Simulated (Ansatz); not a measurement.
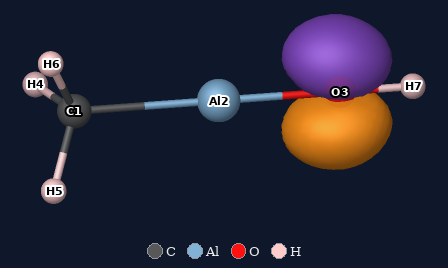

CH$_{4}$AlO (charge +1). The HOMO−1 at ±0.3 Å⁻³ᐟ² (orange and purple are the two phases), seen at a tilt.

Geometry: r2SCAN-D4/def2-TZVP.

These are results of Ansatz 0.2.0, isolated molecule in a Gaussian basis; Kohn-Sham density functional theory, functional PBE0, not measurements.

```xyz
7

C    -0.3974   -0.5385   -0.5715
Al   -0.2799    1.0937    0.3947
O    -0.1807    2.4685    1.2085
H    -1.4420   -0.8534   -0.6323
H    -0.0024   -0.3958   -1.5803
H     0.1845   -1.3092   -0.0600
H    -0.1218    3.2885    1.6940
```

Describe this orbital and give its energy.

Its weight (Hirshfeld) is mainly on O3 (about 80 %); largely a lone pair of O3. It is one of a degenerate set, so its orientation is arbitrary. Its energy is −15.64 eV.
